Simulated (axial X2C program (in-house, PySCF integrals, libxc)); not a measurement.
# Linear HSnH at several levels

Aim: the two bond lengths and stretching wavenumbers of linear HSnH, with and without spin–orbit coupling, at PBE0, HF, B3LYP, MP2.

The runs use an in-house X2C program for linear molecules on PySCF integrals; all-electron X2C, two-component (2c) or spin-free, H dyall-v3z, Sn dyall-v3z.

All values are calculated.

2 further runs of the same task are left out: 2 set aside as unsound or not needed.

## Step 1: The job

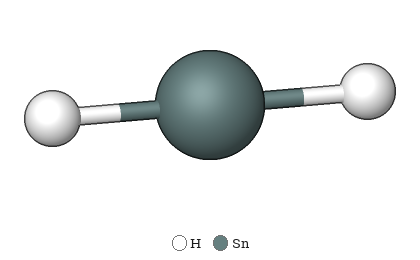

The atoms on one line, bonds 1.720 and 1.720 Å (hydrogen white, tin teal).

Input file task.json:

```json
{"zs": [1, 50, 1], "q": 0, "bas": ["dyall-v3z", "dyall-v3z", "dyall-v3z"], "r0": [1.72, 1.72], "symm": 1, "scan": ["PBE0", "HF", "B3LYP"], "levels": ["PBE0", "HF", "r2SCAN"], "nst": 2}
```

Keys: zs atomic numbers; q charge; bas basis sets; r0 starting distance in Å; symm equal bonds; scan levels of the two-bond scan (MP2 follows by itself at each HF point); levels methods; nst determinants followed.

Launch:

```sh
python solin.py task.json out
```

Masses H 1.008, Sn 119.902, H 1.008 u.

## Step 2: Scan at PBE0, 2c

State: Ω = 1 (beyond evenly filled blocks: ω = -1/2, ω = 3/2). Energies above the lowest point, from the job's result record:

```tsv
r(H–Sn) (Å)	r(Sn–H) (Å)	E (meV)
1.6058	1.6058	26.79
1.6058	1.6470	13.87
1.6058	1.6882	28.83
1.6470	1.6058	13.87
1.6470	1.6470	0.00
1.6470	1.6882	13.99
1.6470	1.7294	51.32
1.6882	1.6058	28.83
1.6882	1.6470	13.99
1.6882	1.6882	26.98
1.7294	1.6470	51.32
1.7294	1.7294	98.67
```

A quadratic surface with cubic terms in each bond gives the minimum at 1.646 and 1.646 Å, force constants 2.64, 2.64 and coupling -0.09 mdyn/Å.

## Step 3: Scan at HF, 2c

State: Ω = 1 (beyond evenly filled blocks: ω = -1/2, ω = 3/2). Energies above the lowest point, from the job's result record:

```tsv
r(H–Sn) (Å)	r(Sn–H) (Å)	E (meV)
1.6058	1.6058	34.69
1.6058	1.6470	17.65
1.6058	1.6882	29.45
1.6470	1.6058	17.65
1.6470	1.6470	0.00
1.6470	1.6882	11.23
1.6470	1.7294	46.38
1.6882	1.6058	29.45
1.6882	1.6470	11.23
1.6882	1.6882	21.98
1.7294	1.6470	46.38
1.7294	1.7294	91.20
```

A quadratic surface with cubic terms in each bond gives the minimum at 1.650 and 1.650 Å, force constants 2.69, 2.69 and coupling -0.04 mdyn/Å.

## Step 4: Scan at B3LYP, 2c

State: Ω = 1 (beyond evenly filled blocks: ω = -1/2, ω = 3/2). Energies above the lowest point, from the job's result record:

```tsv
r(H–Sn) (Å)	r(Sn–H) (Å)	E (meV)
1.6058	1.6058	29.54
1.6058	1.6470	15.28
1.6058	1.6882	28.63
1.6470	1.6058	15.28
1.6470	1.6470	0.00
1.6470	1.6882	12.31
1.6470	1.7294	47.70
1.6882	1.6058	28.63
1.6882	1.6470	12.31
1.6882	1.6882	23.57
1.7294	1.6470	47.70
1.7294	1.7294	91.15
```

A quadratic surface with cubic terms in each bond gives the minimum at 1.648 and 1.648 Å, force constants 2.59, 2.59 and coupling -0.10 mdyn/Å.

## Step 5: The levels side by side

| level | r(H–Sn) (Å) | r(Sn–H) (Å) | lower stretch (cm⁻¹) | upper stretch (cm⁻¹) |
| --- | --- | --- | --- | --- |
| PBE0, 2c | 1.646 | 1.646 | 2071.7 | 2163.8 |
| HF, 2c | 1.650 | 1.650 | 2112.2 | 2165.2 |
| B3LYP, 2c | 1.648 | 1.648 | 2048.7 | 2146.5 |
| MP2, 2c | 1.628 | 1.628 | 2118.1 | 2233.4 |
| PBE0, spin-free | 1.645 | 1.645 | 2073.2 | 2168.0 |
| HF, spin-free | 1.650 | 1.650 | 2113.5 | 2169.2 |
| B3LYP, spin-free | 1.648 | 1.648 | 2050.3 | 2151.7 |
| MP2, spin-free | 1.627 | 1.627 | 2119.2 | 2236.5 |

Scans not shown above were run alike.

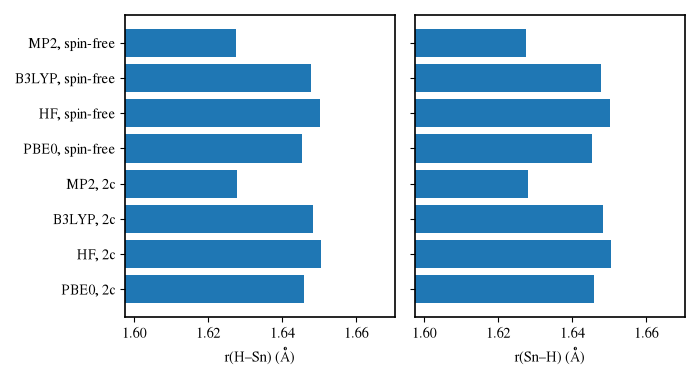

The two bond lengths by level.

**Reading.** Over the levels the H–Sn bond spans 1.627 to 1.650 Å and the Sn–H bond 1.627 to 1.650 Å. At PBE0 spin–orbit coupling leaves both bonds unchanged to 0.001 Å. Each state is one determinant, the lowest of a limited PBE0 search; the stretches come from a fit to few points and are good to some per cent at best. The stretches are sorted by size, and where the two bonds are alike the symmetric and antisymmetric modes can swap order between levels. MP2 freezes inner shells (threshold -2 hartree). The molecule was held linear; bending was not examined, so a bent shape may lie lower. Open-shell Ω = 0 determinants with evenly filled partner blocks cannot be reached by this program, so the Ω shown need not be the lowest component. Note: several unpaired electrons, one determinant need not be a pure state.
